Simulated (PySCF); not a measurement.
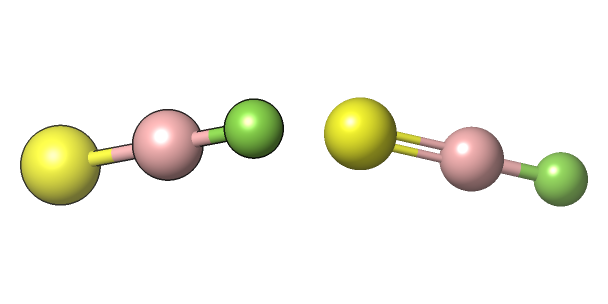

Two views of one molecule. Colours: fluorine green, boron pink, sulfur yellow.

The computed structure is the end point of a GFN2-xTB optimisation. No frequency run is at hand to confirm it as a minimum.

Count the atoms of each element.

Answer. BSF, 3 atoms: 1 boron, 1 sulfur and 1 fluorine.

Count the bonded pairs by element.

Answer. 1 B–F, 1 B–S.

Write the SMILES.

Answer. FB=S

What is the point group of this geometry?

Answer. C∞v.

The parts below concern this one geometry. Atoms keep their numbers from picture to picture.

Dipole moment

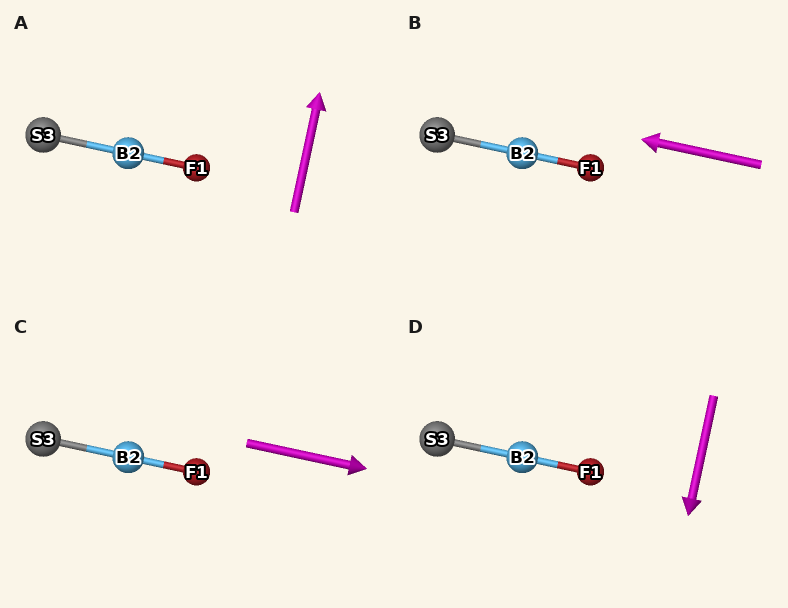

The same molecule four times, each with an arrow. No frequency run is at hand to confirm it as a minimum. Level of theory: CAM-B3LYP/def2-SVPD, gas phase (PySCF 2.14.0).

Which arrow points along the dipole moment, from the negative to the positive end?

Answer. C. The dipole moment is 1.09 D; it points from the side of S3 to the side of F1 (the outermost atoms at the two ends).

Polarisability

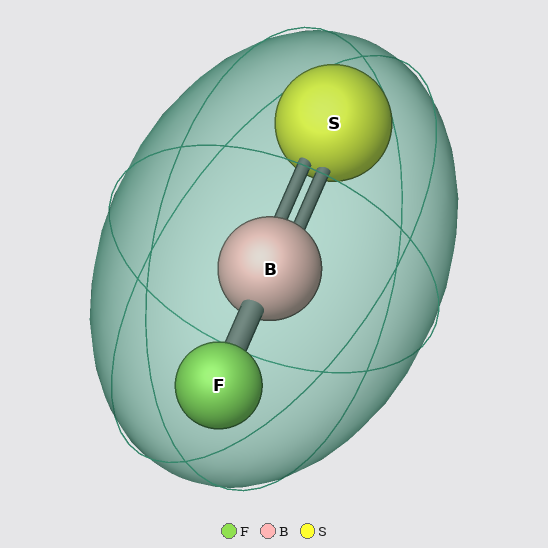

The ellipsoid shows the static dipole polarisability: its half-axes are proportional to the principal values. No frequency run is at hand to confirm it as a minimum. Level of theory: CAM-B3LYP/def2-SVPD (PySCF 2.14.0).

How large and how anisotropic is the polarisability?

Answer. Principal values 28.7, 28.7, 43.9 bohr³; mean 33.8 bohr³ (5.01 Å³); anisotropy 15.2 bohr³, so the longest axis is 1.53 times the shortest.

Core levels

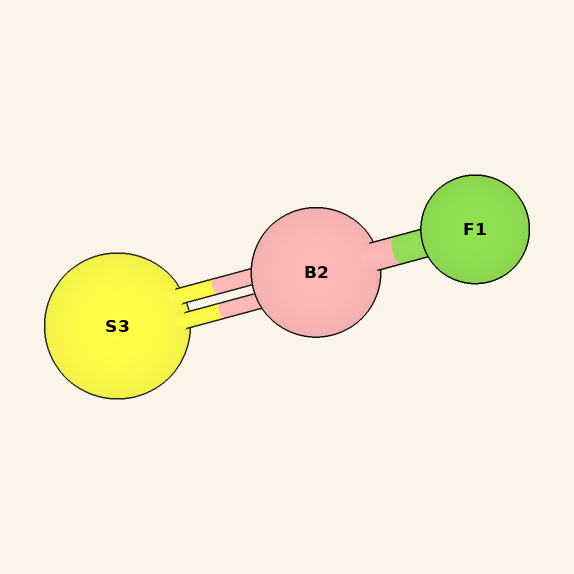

No frequency run is at hand to confirm it as a minimum. Level of theory: delta-SCF UKS SCAN, pcX-2 on the ionised atom, pcseg-1 elsewhere, spin-free X2C (PySCF 2.14.0).

Give the core-electron binding energies (to vacuum; p and d levels without spin–orbit splitting) of F1 1s, B2 1s, S3 1s, S3 2p.

| atom | level | binding energy (eV) |
| --- | --- | --- |
| F1 | 1s | 695.2 |
| B2 | 1s | 199.4 |
| S3 | 1s | 2477.5 |
| S3 | 2p | 170.1 |

The geometry is semi-empirical. Around B such bond lengths and angles can be off by a tenth of an ångström or more and by several degrees, and values that hang on the shape move with them.
